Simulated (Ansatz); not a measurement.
# Calculations on SiH2BrCl3

**1. Relaxation**

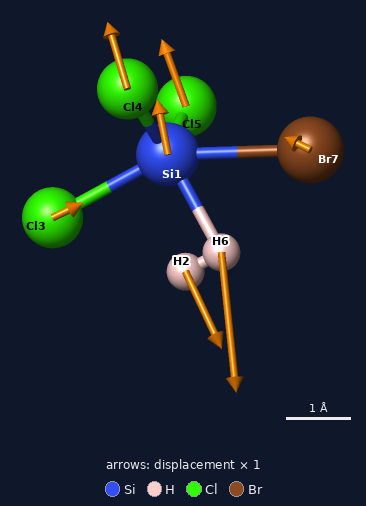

This is a relaxation of SiH2BrCl3 (started from a transition state, displaced along its imaginary mode). The starting structure is drawn; orange arrows show the displacements, at their true length. The two geometries are superimposed by the best rigid fit.

Style: ball-and-stick. Shown at a tilt.

These are results of RKS PBE0-D4/def2-TZVP in Ansatz, not measurements. Settings: force threshold 0.005 eV/Å; at most 200 steps.

> Which element moves most?

Hydrogen: up to 2.26 Å, against 1.16 Å for chlorine.

> What happened in the run?

Over 26 accepted moves (33 points after the start) the energy falls by 213.6 kJ/mol. Largest force component: 4 eV/Å at the start, 0.0014 eV/Å at the end. The line search rejected the trial steps at points 12, 14, 16, 23, 25, 27, 32 of the run. The forces were under the threshold at step 22, but the run went on from there. The largest move after the best rigid fit is that of H6, 2.26 Å. By element the largest moves are H 2.26 Å, Cl 1.16 Å, Si 0.90 Å, Br 0.49 Å. Near-neighbour distances that change, for instance: Si1–H6 1.818 → 4.889 Å, Si1–H2 1.894 → 4.144 Å, H6–Br7 2.166 → 4.136 Å, Si1–Br7 2.356 → 2.188 Å. Bond angles that change, for instance: Cl3–Si1–Br7 153.1° → 109.6°, Cl4–Si1–Cl5 125.3° → 109.3°, Cl4–Si1–Br7 93.7° → 109.7°.

**2. Relaxation**

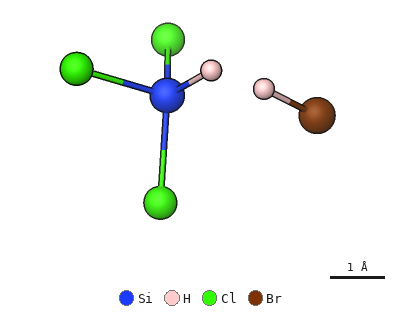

This is the input geometry for a relaxation of SiH$_{2}$BrCl$_{3}$ (started from a transition state, displaced along its imaginary mode). A ball-and-stick model, seen from a free direction.

Level of theory: RKS PBE0-D4/def2-TZVP in Ansatz.

Input
```yaml
crystal:
  periodic: [false, false, false]
  atoms:
    - {symbol: Si, position_ang: [-0.282172, -0.439864, -0.064705]}
    - {symbol: H, position_ang: [1.130201, -0.204815, -0.429590]}
    - {symbol: Cl, position_ang: [-0.244510, -2.281748, -0.930398]}
    - {symbol: Cl, position_ang: [-0.759719, -0.707714, 1.888063]}
    - {symbol: Cl, position_ang: [-1.674689, 0.596842, -1.138561]}
    - {symbol: H, position_ang: [1.117513, 0.887108, -0.010265]}
    - {symbol: Br, position_ang: [0.713276, 2.150191, 0.685557]}
basis:
  gaussian: {orbitals: def2-TZVP}
hamiltonian: {xc: pbe0, dispersion: d4}
relax: {f_tol: 0.005, max_steps: 200}
```

Run as
```bash
ansatz run in.yaml --threads 8 --pin off --events-out ev --progress --plain --max-ram 19148MiB
```

Predict the outcome.

Answer. The energy falls by 1.179 eV in 79 accepted moves (93 points after the start). The largest force component goes from 1.3 to 0.0013 eV/Å. The line search rejected the trial steps at points 16, 19, 26, 31, 34, 40, 43, 45 and more of the run. The forces were under the threshold at step 51, but the run went on from there. The atom that moves furthest after the best rigid fit is H6 (1.75 Å). Largest moves by element: H 1.75 Å, Br 0.85 Å, Cl 0.69 Å, Si 0.56 Å. Near-neighbour distances that change, for instance: Si1–H6 1.929 → 3.436 Å, Si1–Br7 2.874 → 4.059 Å, Cl4–Br7 3.433 → 4.214 Å, Cl5–Br7 3.383 → 3.972 Å. Bond angles that change, for instance: H2–Si1–Cl3 91.2° → 109.9°, H2–Si1–Cl4 118.9° → 110.2°, H2–Si1–Cl5 116.2° → 109.1°.

Step by step:

| step | E − E(0), eV | largest force component, eV/Å | note |
| --- | --- | --- | --- |
| 0 | 0.0000 | 1.2716 |  |
| 1 | -0.5502 | 1.3890 |  |
| 2 | -0.9153 | 1.0281 |  |
| 3 | -1.0517 | 0.7815 |  |
| 4 | -1.1046 | 0.3214 |  |
| 5 | -1.1140 | 0.0380 |  |
| 6 | -1.1153 | 0.0480 |  |
| 7 | -1.1171 | 0.0202 |  |
| 8 | -1.1179 | 0.0679 |  |
| 9 | -1.1195 | 0.0954 |  |
| 10 | -1.1209 | 0.1405 |  |
| 14 | -1.1215 | 0.2167 |  |
| 19 | -1.1242 | 0.4493 | rejected |
| 23 | -1.1452 | 0.0323 |  |
| 27 | -1.1510 | 0.0447 |  |
| 32 | -1.1538 | 0.0706 |  |
| 36 | -1.1556 | 0.1399 |  |
| 41 | -1.1589 | 0.0247 |  |
| 45 | -1.1593 | 0.2038 | rejected |
| 49 | -1.1616 | 0.0638 |  |
| 54 | -1.1623 | 0.0395 |  |
| 58 | -1.1625 | 0.1059 | rejected |
| 62 | -1.1629 | 0.0116 |  |
| 67 | -1.1592 | 0.4855 | rejected |
| 71 | -1.1655 | 0.1516 |  |
| 76 | -1.1695 | 0.0160 |  |
| 80 | -1.1712 | 0.1565 |  |
| 84 | -1.1757 | 0.1040 |  |
| 89 | -1.1782 | 0.0740 |  |
| 93 | -1.1787 | 0.0013 |  |

Final geometry:

```xyz
7

Si   -0.2213   -0.9834   -0.1922
H     1.2177   -0.7457   -0.3557
Cl   -0.7180   -2.7818   -0.9879
Cl   -0.7177   -0.9421    1.7714
Cl   -1.2564    0.4762   -1.1745
H     0.2642    2.4082    0.0705
Br    1.4313    2.5686    0.8687
```

The end point in the same view:

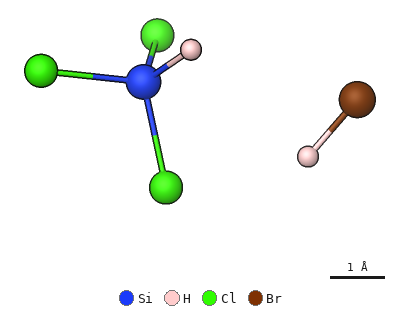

**3. Reaction**

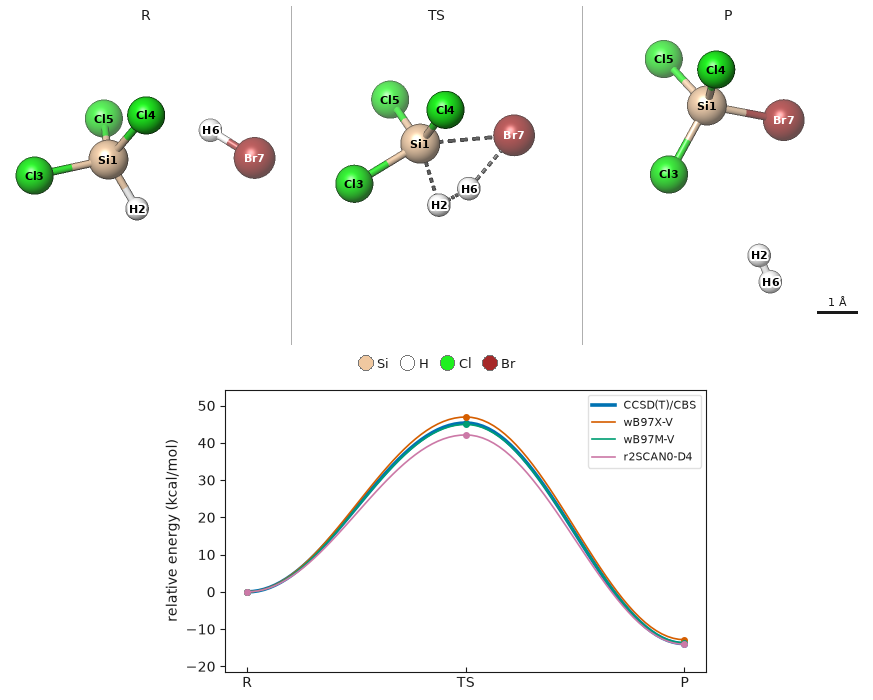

A reaction step of SiH2BrCl3, with its energy diagram. Style: ball-and-stick. Shown at a tilt. Dashed sticks mark bonds that form or break.

Stationary points at PBE0-D4/def2-TZVP, single-point energies with CCSD(T)/CBS, wB97X-V, wB97M-V, r2SCAN0-D4 (def2-TZVPP where no basis is named; Ansatz 0.2.0). The energies are electronic, without zero-point or thermal terms, and both ends are the minima reached downhill from the saddle, with any fragments still in contact. CCSD(T)/CBS stands for a frozen-core estimate: MP2 correlation extrapolated from def2-TZVPP and def2-QZVPP, CCSD(T) minus MP2 from the smaller set.

> Describe the step and its energetics.

Counted by bonded pieces, R holds HBr + SiHCl₃ and P holds H₂ + SiBrCl₃. From R over the saddle to P, bonds form: Si1–Br7 (4.06 → 2.61 → 2.19 Å), H2–H6 (3.32 → 0.92 → 0.75 Å). Bonds break: Si1–H2 (1.47 → 1.67 → 4.14 Å), H6–Br7 (1.42 → 1.82 → 4.14 Å). The saddle has one imaginary mode, 779i cm⁻¹. With CCSD(T)/CBS the barrier is 45.3 kcal/mol from R and 59.2 kcal/mol from P, and P lies 13.9 kcal/mol below R.

| level | barrier from R (kcal/mol) | barrier from P (kcal/mol) | P less R (kcal/mol) |
| --- | --- | --- | --- |
| CCSD(T)/CBS | 45.3 | 59.2 | −13.9 |
| wB97X-V | 46.9 | 59.8 | −12.9 |
| wB97M-V | 44.9 | 58.6 | −13.7 |
| r2SCAN0-D4 | 42.1 | 56.2 | −14.1 |

Against CCSD(T)/CBS, wB97M-V comes closest on the barrier from R (−0.4 kcal/mol) and r2SCAN0-D4 misses most (−3.2 kcal/mol).

Limits of the set-up: the start holds two separate molecules, 2.8 Å apart at their closest, whose relative position is a soft coordinate.
